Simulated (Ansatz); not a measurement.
**Al18W: geometry relaxation (part 1 of 2)**

- system: Al18W (slab, 19 atoms in the cell)
- method: DFT PBE-D3(BJ), scalar-relativistic, plane waves, PAW, PAW set soft_1, no spin polarisation (Ansatz 0.2.0)

The input holds or restrains some coordinates. Forces given for the steps count only the free coordinates. It belongs to a series of runs on one base structure; here: end point A relaxed. Figures and captions count atoms from 1; the log counts them from 0 in places.

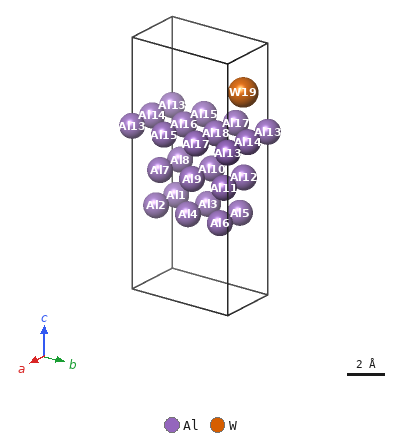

Fig. 1: The starting structure (spheres-only view of the cell of the calculation, with the vacuum cut short, seen slightly off an axis; atoms are numbered from 1 in the order of the input). An atom can appear more than once, as a periodic image.

**Input**
```yaml
crystal:
  lattice:
    - [5.727565, 0.0, 0.0]
    - [4.295674, 7.440325, 0.0]
    - [0.0, 0.0, 17.676537]
  atoms:
    - { symbol: Al, position: [0.1666667, 0.1111111, 0.0565722] }
    - { symbol: Al, position: [0.6666667, 0.1111111, 0.0565722] }
    - { symbol: Al, position: [0.1666667, 0.4444444, 0.0565722] }
    - { symbol: Al, position: [0.6666667, 0.4444444, 0.0565722] }
    - { symbol: Al, position: [0.1666667, 0.7777778, 0.0565722] }
    - { symbol: Al, position: [0.6666667, 0.7777778, 0.0565722] }
    - { symbol: Al, position: [-0.1666667, 0.2222222, 0.1888531] }
    - { symbol: Al, position: [0.3333333, 0.2222222, 0.1888531] }
    - { symbol: Al, position: [-0.1666667, 0.5555556, 0.1888531] }
    - { symbol: Al, position: [0.3333333, 0.5555556, 0.1888531] }
    - { symbol: Al, position: [-0.1666667, 0.8888889, 0.1888531] }
    - { symbol: Al, position: [0.3333333, 0.8888889, 0.1888531] }
    - { symbol: Al, position: [0.0, 0.0, 0.321134] }
    - { symbol: Al, position: [0.5, 0.0, 0.321134] }
    - { symbol: Al, position: [0.0, 0.3333333, 0.321134] }
    - { symbol: Al, position: [0.5, 0.3333333, 0.321134] }
    - { symbol: Al, position: [0.0, 0.6666667, 0.321134] }
    - { symbol: Al, position: [0.5, 0.6666667, 0.321134] }
    - { symbol: W, position: [0.3358475, 0.8838573, 0.4580386] }
basis:
  ecutwfc: 420.0
kpoints:
  mp_grid: { grid: [4, 3, 1] }
hamiltonian:
  xc: pbe
  dispersion: d3bj
  pseudopotentials: { kind: paw, azcp: { folder: soft_1 } }
scf:
  occupations: { method: gaussian, width: 0.1 }
  lower_state_search: "off"
relax:
  f_tol: 0.03
  max_steps: 60
  adjacent_minimum: "off"
  constraints: [{ sites: [0, 1, 2, 3, 4, 5] }]
```

Hardware: 2 threads of Arm Neoverse V1, 24 GiB of memory available, shared host.

Command:
```bash
ansatz run input.yaml --threads 2 --pin off --max-ram 5120MiB --backend cpu --events-out ev --progress --plain --runs-dir out
```

**Log**
```
Engine: ansatz 0.2.0, aarch64-unknown-linux-gnu
Pseudopotentials: kind: paw
Pseudopotential: Al, paw, valence charge 3, recommended cutoff 420 eV (normal), [file]
Pseudopotential: W, paw, valence charge 14, recommended cutoff 420 eV (normal), [file]
Functional definition: PBE
  parameter kappa = 0.804
  parameter beta = 0.06672455060314922
  exchange = pbe_x(kappa = kappa, mu = beta*pi^2/3)
  correlation = pbe_c(beta = beta)
Crystal: 19 atoms, lattice volume = 753.285 Å³
Basis set: ecut = 420 eV, 14769 PW (Γ), exchange–correlation on 80×120×240 points (8 copies of the dense FFT grid, shifted against one another)
Bands: 53, of which v1, the nominal top of the filled ones, is band 34 counted from 1 (33 counted from 0)
Symmetry: 1 space group operations
Space group: P1 (ITA 1), of the structure as read, at distance tolerance 9.1e-5 Å
k-points: 7 of 12 (time reversal used)
Non-local potential: Al, projectors of the file, l = 0: 2, l = 1: 2, l = 2: 1
Non-local potential: W, projectors of the file, l = 0: 3, l = 1: 2, l = 2: 2, l = 3: 1
PAW form: soft (Blöchl's): semilocal exchange-correlation on the pseudo side does not see the compensation charge
PAW one-centre angular grid: Al, 110 points (default); XC on 64 Gauss nodes
PAW one-centre angular grid: W, 590 points (default); XC on 64 Gauss nodes
Initial density: superposition of atomic densities (neutral atoms: chi_scale 0, normalization atom)
Initial wavefunctions: pseudopotential atomic-orbital guess
Functional: x = pbe(κ = 0.804, μ = 0.2195149727645171), c = pbe(β = 0.06672455060314922)
SCF iter   1: F=—  HF=-20060.307703 eV  |F-HF|=—  |Δ(HF+E_count)|=         —  Δρ=3.72e-2  dr2=1.02e2  ethr=3.10e-3  ⟨swp⟩=9.6  Hψ=2120  notcnv=0
preconditioner: auto → LDOS  [metal: Δε(μ)=0.082 eV  Ē_g=5.836 eV  σ=0.100 eV  W_gap=0.43  n_scr=76 (ndim 8)  ℏωp=10.5 eV  f_vac=0.384  D(μ)=11.05/eV (n_scr^D=52)  β→1.0]
SCF iter   2: F=—  HF=-20056.497420 eV  |F-HF|=—  |Δ(HF+E_count)|=    3.81e0  Δρ=4.29e-2  dr2=8.01e1  ethr=3.10e-3  ⟨swp⟩=4.0  Hψ=903  notcnv=0  defer=68
SCF iter   3: F=—  HF=-20055.103748 eV  |F-HF|=—  |Δ(HF+E_count)|=    1.39e0  Δρ=1.93e-2  dr2=1.58e1  ethr=3.10e-3  ⟨swp⟩=3.0  Hψ=792  notcnv=0  defer=65
SCF iter   4: F=—  HF=-20054.632653 eV  |F-HF|=—  |Δ(HF+E_count)|=   4.71e-1  Δρ=6.59e-3  dr2=1.92e0  ethr=3.10e-3  ⟨swp⟩=2.0  Hψ=396  notcnv=0  defer=65
SCF iter   5: F=—  HF=-20054.577620 eV  |F-HF|=—  |Δ(HF+E_count)|=   5.50e-2  Δρ=2.15e-3  dr2=5.86e-2  ethr=2.83e-3  ⟨swp⟩=1.1  Hψ=325  notcnv=0  defer=65
SCF iter   6: F=—  HF=-20054.577569 eV  |F-HF|=—  |Δ(HF+E_count)|=   5.16e-5  Δρ=1.12e-3  dr2=2.97e-2  ethr=8.62e-5  ⟨swp⟩=2.3  Hψ=500  notcnv=0  defer=59
SCF iter   7: F=—  HF=-20054.577355 eV  |F-HF|=—  |Δ(HF+E_count)|=   2.14e-4  Δρ=3.72e-4  dr2=3.93e-3  ethr=4.37e-5  ⟨swp⟩=1.1  Hψ=315  notcnv=0  defer=59
SCF iter   8: F=—  HF=-20054.577328 eV  |F-HF|=—  |Δ(HF+E_count)|=   2.66e-5  Δρ=1.48e-4  dr2=4.32e-4  ethr=5.78e-6  ⟨swp⟩=1.3  Hψ=386  notcnv=0  defer=59
SCF iter   9: F=—  HF=-20054.577388 eV  |F-HF|=—  |Δ(HF+E_count)|=   5.97e-5  Δρ=6.34e-5  dr2=6.91e-5  ethr=6.36e-7  ⟨swp⟩=2.4  Hψ=503  notcnv=0  defer=59
SCF iter  10: F=—  HF=-20054.577399 eV  |F-HF|=—  |Δ(HF+E_count)|=   1.14e-5  Δρ=6.12e-5  dr2=6.70e-5  ethr=3.31e-8  ⟨swp⟩=5.3  Hψ=1241  notcnv=0
SCF iter  11: F=—  HF=-20054.577398 eV  |F-HF|=—  |Δ(HF+E_count)|=   8.76e-7  Δρ=3.32e-5  dr2=2.26e-5  ethr=9.86e-8  ⟨swp⟩=1.0  Hψ=312  notcnv=0  defer=59
SCF iter  12: F=-20054.577396 eV  HF=-20054.577398 eV  |F-HF|=2.34e-6  |Δ(HF+E_count)|=   2.57e-7  Δρ=1.07e-5  dr2=2.92e-6  ethr=3.31e-8  ⟨swp⟩=4.0  Hψ=914  notcnv=0
SCF 1 converged in 12 iterations: F = -20054.577396 eV  dr2 = 2.92e-6
  greatest PAW one-centre occupation: 0.999 electrons in one spin orbital (limit 2), on the W atom at site 18 (counted from 0), in its partial waves of l = 0
relax step   1: F+E_penalty+E_count = -20054.57739557 eV  Δ(F+E_penalty+E_count) = +0.000e0 eV  max|allowed force component| = 4.241e0 eV/Å  Δτ_max = 0.0000 Å  (12 SCF iters, dr2 threshold 2.25e-5 eV, accepted)
Initial density: handed on by an earlier stage of this run
Initial wavefunctions: those handed on with the density
iter 1 solved again at ethr=1.02e-3 eV; its pass at ethr=3.10e-3 eV (dr2=6.95e-1 eV) is discarded
SCF iter   1: F=—  HF=-20055.615715 eV  |F-HF|=—  |Δ(HF+E_count)|=         —  Δρ=6.57e-3  dr2=7.64e-1  ethr=1.02e-3  ⟨swp⟩=1.0  Hψ=1254  notcnv=0  defer=59
preconditioner: auto → LDOS  [metal: Δε(μ)=0.039 eV  Ē_g=5.494 eV  σ=0.100 eV  W_gap=0.21  n_scr=76 (ndim 8)  ℏωp=10.5 eV  f_vac=0.410  D(μ)=14.61/eV (n_scr^D=86)  β→1.0]
SCF iter   2: F=—  HF=-20055.552694 eV  |F-HF|=—  |Δ(HF+E_count)|=   6.30e-2  Δρ=4.33e-3  dr2=4.55e-1  ethr=1.02e-3  ⟨swp⟩=2.9  Hψ=548  notcnv=0  defer=59
SCF iter   3: F=—  HF=-20055.527660 eV  |F-HF|=—  |Δ(HF+E_count)|=   2.50e-2  Δρ=1.33e-3  dr2=1.74e-2  ethr=6.70e-4  ⟨swp⟩=2.1  Hψ=447  notcnv=0  defer=59
SCF iter   4: F=—  HF=-20055.525112 eV  |F-HF|=—  |Δ(HF+E_count)|=   2.55e-3  Δρ=5.14e-4  dr2=2.62e-3  ethr=2.56e-5  ⟨swp⟩=2.1  Hψ=613  notcnv=0  defer=60
SCF iter   5: F=—  HF=-20055.525062 eV  |F-HF|=—  |Δ(HF+E_count)|=   4.98e-5  Δρ=1.40e-4  dr2=2.22e-4  ethr=3.86e-6  ⟨swp⟩=2.3  Hψ=427  notcnv=0  defer=60
SCF iter   6: F=-20055.525120 eV  HF=-20055.525113 eV  |F-HF|=7.89e-6  |Δ(HF+E_count)|=   5.02e-5  Δρ=4.28e-5  dr2=1.37e-5  ethr=1.47e-7  ⟨swp⟩=3.9  Hψ=1327  notcnv=0
SCF 2 converged in 6 iterations: F = -20055.525120 eV  dr2 = 1.37e-5
relax step   2: F+E_penalty+E_count = -20055.52512050 eV  Δ(F+E_penalty+E_count) = -9.477e-1 eV  max|allowed force component| = 3.743e0 eV/Å  Δτ_max = 0.1949 Å  (6 SCF iters, dr2 threshold 1.00e-4 eV, accepted)
iter 1 solved again at ethr=1.76e-3 eV; its pass at ethr=3.10e-3 eV (dr2=1.20e0 eV) is discarded
SCF iter   1: F=—  HF=-20056.332799 eV  |F-HF|=—  |Δ(HF+E_count)|=         —  Δρ=7.75e-3  dr2=1.34e0  ethr=1.76e-3  ⟨swp⟩=1.0  Hψ=1325  notcnv=0  defer=59
preconditioner: auto → LDOS  [metal: Δε(μ)=0.068 eV  Ē_g=5.551 eV  σ=0.100 eV  W_gap=0.36  n_scr=76 (ndim 8)  ℏωp=10.5 eV  f_vac=0.417  D(μ)=13.01/eV (n_scr^D=70)  β→1.0]
SCF iter   2: F=—  HF=-20056.257617 eV  |F-HF|=—  |Δ(HF+E_count)|=   7.52e-2  Δρ=4.77e-3  dr2=6.12e-1  ethr=1.76e-3  ⟨swp⟩=2.3  Hψ=529  notcnv=0  defer=59
SCF iter   3: F=—  HF=-20056.207671 eV  |F-HF|=—  |Δ(HF+E_count)|=   4.99e-2  Δρ=1.04e-3  dr2=1.94e-2  ethr=9.00e-4  ⟨swp⟩=2.0  Hψ=480  notcnv=0  defer=59
SCF iter   4: F=—  HF=-20056.204360 eV  |F-HF|=—  |Δ(HF+E_count)|=   3.31e-3  Δρ=2.57e-4  dr2=1.15e-3  ethr=2.85e-5  ⟨swp⟩=2.0  Hψ=624  notcnv=0  defer=64
SCF iter   5: F=—  HF=-20056.204579 eV  |F-HF|=—  |Δ(HF+E_count)|=   2.19e-4  Δρ=9.59e-5  dr2=1.27e-4  ethr=1.69e-6  ⟨swp⟩=2.6  Hψ=500  notcnv=0  defer=64
SCF iter   6: F=-20056.204590 eV  HF=-20056.204600 eV  |F-HF|=1.06e-5  |Δ(HF+E_count)|=   2.17e-5  Δρ=4.26e-5  dr2=2.27e-5  ethr=1.47e-7  ⟨swp⟩=3.1  Hψ=1330  notcnv=0
[...]
relax step   3: F+E_penalty+E_count = -20056.20458977 eV  Δ(F+E_penalty+E_count) = -6.795e-1 eV  max|allowed force component| = 1.921e0 eV/Å  Δτ_max = 0.1950 Å  (6 SCF iters, dr2 threshold 1.00e-4 eV, accepted)
preconditioner: auto → LDOS  [metal: Δε(μ)=0.066 eV  Ē_g=5.608 eV  σ=0.100 eV  W_gap=0.36  n_scr=76 (ndim 8)  ℏωp=10.5 eV  f_vac=0.425  D(μ)=11.58/eV (n_scr^D=60)  β→1.0]
relax step   4: F+E_penalty+E_count = -20056.48933824 eV  Δ(F+E_penalty+E_count) = -2.847e-1 eV  max|allowed force component| = 3.145e-1 eV/Å  Δτ_max = 0.1967 Å  (6 SCF iters, dr2 threshold 1.00e-4 eV, accepted)
preconditioner: auto → LDOS  [metal: Δε(μ)=0.051 eV  Ē_g=5.669 eV  σ=0.100 eV  W_gap=0.28  n_scr=76 (ndim 8)  ℏωp=10.5 eV  f_vac=0.434  D(μ)=12.25/eV (n_scr^D=66)  β→1.0]
relax step   5: F+E_penalty+E_count = -20056.63906150 eV  Δ(F+E_penalty+E_count) = -1.497e-1 eV  max|allowed force component| = 1.580e-1 eV/Å  Δτ_max = 0.1942 Å  (7 SCF iters, dr2 threshold 6.18e-6 eV, accepted)
preconditioner: auto → LDOS  [metal: Δε(μ)=0.061 eV  Ē_g=5.664 eV  σ=0.100 eV  W_gap=0.33  n_scr=76 (ndim 8)  ℏωp=10.5 eV  f_vac=0.436  D(μ)=11.00/eV (n_scr^D=52)  β→1.0]
relax step   6: F+E_penalty+E_count = -20056.70270671 eV  Δ(F+E_penalty+E_count) = -6.365e-2 eV  max|allowed force component| = 1.728e-1 eV/Å  Δτ_max = 0.1944 Å  (8 SCF iters, dr2 threshold 1.56e-6 eV, accepted)
preconditioner: auto → LDOS  [metal: Δε(μ)=0.017 eV  Ē_g=5.639 eV  σ=0.100 eV  W_gap=0.09  n_scr=76 (ndim 8)  ℏωp=10.5 eV  f_vac=0.433  D(μ)=11.18/eV (n_scr^D=52)  β→1.0]
relax step   7: F+E_penalty+E_count = -20056.75550284 eV  Δ(F+E_penalty+E_count) = -5.280e-2 eV  max|allowed force component| = 2.950e-1 eV/Å  Δτ_max = 0.1943 Å  (6 SCF iters, dr2 threshold 7.54e-6 eV, accepted)
preconditioner: auto → LDOS  [metal: Δε(μ)=0.037 eV  Ē_g=5.612 eV  σ=0.100 eV  W_gap=0.21  n_scr=76 (ndim 8)  ℏωp=10.5 eV  f_vac=0.431  D(μ)=9.84/eV (n_scr^D=44)  β→1.0]
relax step   8: F+E_penalty+E_count = -20056.84228869 eV  Δ(F+E_penalty+E_count) = -8.679e-2 eV  max|allowed force component| = 3.747e-1 eV/Å  Δτ_max = 0.2000 Å  (5 SCF iters, dr2 threshold 8.70e-5 eV, accepted)
preconditioner: auto → LDOS  [metal: Δε(μ)=0.057 eV  Ē_g=5.619 eV  σ=0.100 eV  W_gap=0.30  n_scr=76 (ndim 8)  ℏωp=10.5 eV  f_vac=0.429  D(μ)=9.25/eV (n_scr^D=42)  β→1.0]
relax step   9: F+E_penalty+E_count = -20056.90432787 eV  Δ(F+E_penalty+E_count) = -6.204e-2 eV  max|allowed force component| = 1.431e-1 eV/Å  Δτ_max = 0.1603 Å  (5 SCF iters, dr2 threshold 1.00e-4 eV, accepted)
preconditioner: auto → LDOS  [metal: Δε(μ)=0.029 eV  Ē_g=5.626 eV  σ=0.100 eV  W_gap=0.16  n_scr=76 (ndim 8)  ℏωp=10.5 eV  f_vac=0.431  D(μ)=9.73/eV (n_scr^D=44)  β→1.0]
relax step  10: F+E_penalty+E_count = -20056.94095728 eV  Δ(F+E_penalty+E_count) = -3.663e-2 eV  max|allowed force component| = 1.134e-1 eV/Å  Δτ_max = 0.2000 Å  (6 SCF iters, dr2 threshold 2.99e-6 eV, accepted)
preconditioner: auto → LDOS  [metal: Δε(μ)=0.068 eV  Ē_g=5.617 eV  σ=0.100 eV  W_gap=0.36  n_scr=76 (ndim 8)  ℏωp=10.5 eV  f_vac=0.432  D(μ)=9.81/eV (n_scr^D=44)  β→1.0]
relax step  11: F+E_penalty+E_count = -20056.95999954 eV  Δ(F+E_penalty+E_count) = -1.904e-2 eV  max|allowed force component| = 1.348e-1 eV/Å  Δτ_max = 0.1973 Å  (7 SCF iters, dr2 threshold 1.87e-6 eV, accepted)
preconditioner: auto → LDOS  [metal: Δε(μ)=0.033 eV  Ē_g=5.636 eV  σ=0.100 eV  W_gap=0.18  n_scr=76 (ndim 8)  ℏωp=10.5 eV  f_vac=0.434  D(μ)=9.58/eV (n_scr^D=42)  β→1.0]
relax step  12: F+E_penalty+E_count = -20056.96512951 eV  Δ(F+E_penalty+E_count) = -5.130e-3 eV  max|allowed force component| = 8.754e-2 eV/Å  Δτ_max = 0.0555 Å  (6 SCF iters, dr2 threshold 1.14e-5 eV, accepted)
preconditioner: auto → LDOS  [metal: Δε(μ)=0.040 eV  Ē_g=5.631 eV  σ=0.100 eV  W_gap=0.22  n_scr=76 (ndim 8)  ℏωp=10.5 eV  f_vac=0.433  D(μ)=9.64/eV (n_scr^D=42)  β→1.0]
relax step  13: F+E_penalty+E_count = -20056.96617723 eV  Δ(F+E_penalty+E_count) = -1.048e-3 eV  max|allowed force component| = 1.795e-2 eV/Å  Δτ_max = 0.0300 Å  (5 SCF iters, dr2 threshold 3.23e-6 eV, accepted)
preconditioner: auto → LDOS  [metal: Δε(μ)=0.044 eV  Ē_g=5.631 eV  σ=0.100 eV  W_gap=0.25  n_scr=76 (ndim 8)  ℏωp=10.5 eV  f_vac=0.433  D(μ)=9.61/eV (n_scr^D=42)  β→1.0]
relax step  14: F+E_penalty+E_count = -20056.96617759 eV  Δ(F+E_penalty+E_count) = -3.630e-7 eV  max|allowed force component| = 1.843e-2 eV/Å  Δτ_max = 0.0000 Å  (3 SCF iters, accepted)
```

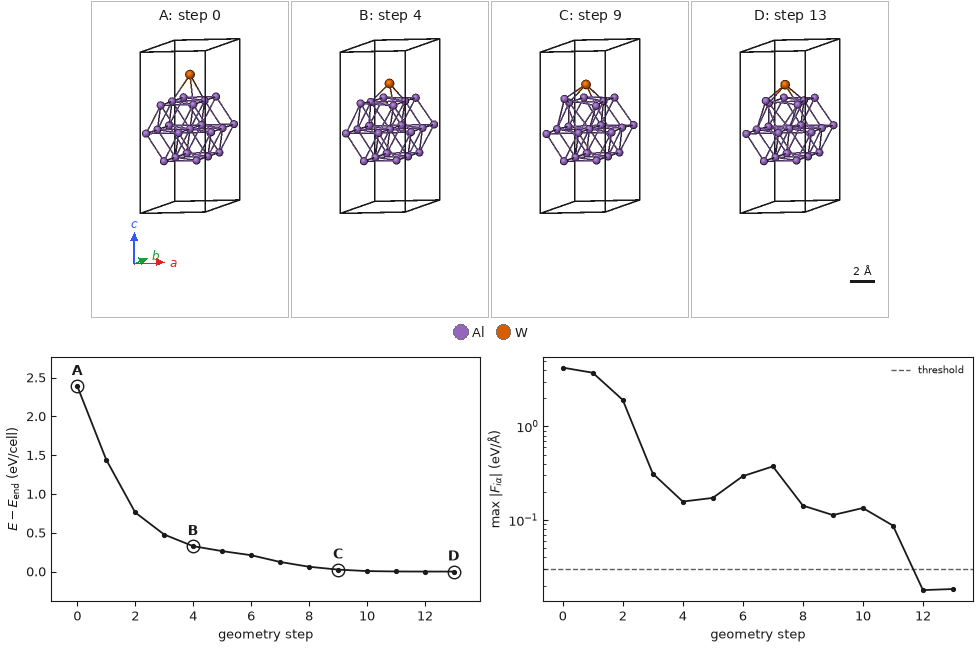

Fig. 2: Frames of the restrained relaxation (ball-and-stick view of the cell of the calculation, with the vacuum cut short (origin shifted), seen slightly off an axis) above the curves, on which the letters mark them (the first geometry is step 0 here and step 1 in the log).

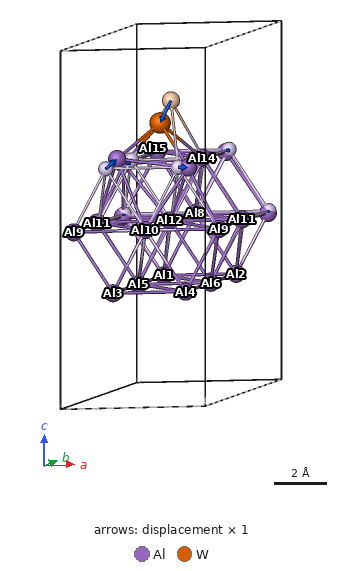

Fig. 3: Start (faint) and end (solid) with the displacements as blue arrows, at true length (ball-and-stick view of the cell of the calculation, with the vacuum cut short (origin shifted), seen slightly off an axis). The largest move is that of W19, 0.97 Å. Largest moves by element: W 0.97 Å, Al 0.64 Å. The cell stays as it was. Among the contacts that change: Al17–W19 4.078 → 2.648 Å, Al13–Al18 2.864 → 3.576 Å, Al9–Al17 2.864 → 3.470 Å, Al15–Al17 2.864 → 3.394 Å. New bonds form: Al17–W19 (4.08 → 2.65 Å). Among the angles that change: Al13–W19–Al18 58.6° → 93.6°, Al13–W19–Al14 58.3° → 76.1°, Al14–W19–Al18 58.6° → 68.8°. After 13 geometry steps the energy has fallen by 2.389 eV per cell of the calculation. Largest force component: 4.2 eV/Å at the start, 0.018 eV/Å at the end. (Atoms are counted from 1 in the order of the input.)

```
Free energy (F): -20056.966178 eV
Harris-Foulkes:  -20056.966178 eV  (|F-HF|=7.37e-9)
Internal energy: -20056.918135 eV  (E = F + TS)
E sigma→0 (E₀):  -20056.942156 eV
Entropy (-TS):   -0.048043 eV (-2.529 meV/atom)
Fermi energy:    1.380368 eV
[...]
--- Per-component energies (eV) ---
  E_band       = -507.641434
  E_kinetic    = 811.157659
  E_local      = -9941.677938  (includes V_loc(G=0)·N_el)
  E_nonlocal   = 160.123933
  E_hartree    = 4713.269907
  E_xc         = -932.364349
  E_vxc        = -737.681431  (∫ρ·V_xc dr)
  E_paw        = -17027.767024  (= ΣΔE_a)
  E_vpaw       = -226.111375  (= ΣTr[D̂ρ^β])
  E_aug_tail   = 0.000117  (compensation charges beyond the density's cutoff)
  E_ewald      = 2164.947443
  E_disp       = -4.607883  (pairwise vdW)
  E_smearing   = -0.048043  (= −TS)
  E_closure    = -0.000000  (closes the sum)
  Σ components = -20056.966178   (vs F -20056.966178, Δ=0.00e0)
--- Forces (eV/Å), atoms counted from 1 ---
  atom   1  Al     0.08189689     0.02621473    -0.05159303
  atom   2  Al    -0.10800226    -0.00834163     0.00783440
  atom   3  Al     0.10143109    -0.04170407     0.06382778
  atom   4  Al    -0.11145786     0.07953827    -0.03610113
  atom   5  Al     0.01733473    -0.08648346    -0.01495575
  atom   6  Al     0.01531831     0.02977595     0.02067827
  atom   7  Al    -0.00145935    -0.00126633     0.00289056
  atom   8  Al    -0.00163336     0.00054543     0.00028943
  atom   9  Al    -0.00005896     0.00498722     0.00216521
  atom  10  Al    -0.00215796     0.00308045    -0.00158054
  atom  11  Al     0.00053409     0.00010392    -0.00141898
  atom  12  Al     0.00165097    -0.00099592     0.00420446
  atom  13  Al     0.00356122    -0.00782093     0.00289024
  atom  14  Al    -0.00326725    -0.00460894     0.00883403
  atom  15  Al     0.00258269    -0.00534006     0.00407089
  atom  16  Al     0.00246391    -0.01304303    -0.00028921
  atom  17  Al    -0.00084780     0.00586484    -0.00152460
  atom  18  Al    -0.00164844     0.01401569     0.00824671
  atom  19  W      0.00381178     0.00545605    -0.01842623
  max |Σ_I F_I| component: 5.24e-5 eV/Å
--- Relaxed structure (14 steps of the walk, 14 accepted, 0 SCFs on fresh bases) ---
  F+E_penalty+E_count = -20056.96617759 eV   max|allowed force component| = 1.843e-2 eV/Å
  atoms:
    - { symbol: Al, position: [0.16666670000000003, 0.11111109999999999, 0.056572199999999996] }
    - { symbol: Al, position: [0.6666667000000001, 0.11111109999999999, 0.056572199999999996] }
    - { symbol: Al, position: [0.16666670000000006, 0.44444439999999996, 0.056572199999999996] }
    - { symbol: Al, position: [0.6666667000000001, 0.44444439999999996, 0.056572199999999996] }
    - { symbol: Al, position: [0.16666670000000006, 0.7777778, 0.056572199999999996] }
    - { symbol: Al, position: [0.6666667000000002, 0.7777778, 0.056572199999999996] }
    - { symbol: Al, position: [-0.17504344536631386, 0.22570311547269553, 0.18366480227116305] }
    - { symbol: Al, position: [0.3249877251120735, 0.22172448478790913, 0.18723449708572384] }
    - { symbol: Al, position: [-0.1615520319113234, 0.5537108169718836, 0.18788911575835937] }
    - { symbol: Al, position: [0.32994542917402403, 0.5589946108397443, 0.18925028047150158] }
    - { symbol: Al, position: [-0.1757432171245824, 0.885495470506695, 0.1898172616048065] }
    - { symbol: Al, position: [0.3227195353580048, 0.8892260417885322, 0.1911270190183431] }
    - { symbol: Al, position: [-0.07064613270217981, 0.038131102417717215, 0.3102246877527531] }
    - { symbol: Al, position: [0.4896243994635884, -0.000776767944304571, 0.32260614947164706] }
    - { symbol: Al, position: [0.010399617691716961, 0.3225485493190566, 0.32031786169347304] }
    - { symbol: Al, position: [0.47139567715010977, 0.34936424495836155, 0.31470902272091117] }
    - { symbol: Al, position: [0.06214738759300775, 0.6969862289741072, 0.3407987631116747] }
    - { symbol: Al, position: [0.5807154607520189, 0.6441000294298652, 0.3214423103659493] }
    - { symbol: W, position: [0.2633655840767922, 0.8788321934454526, 0.4087738282599255] }
```
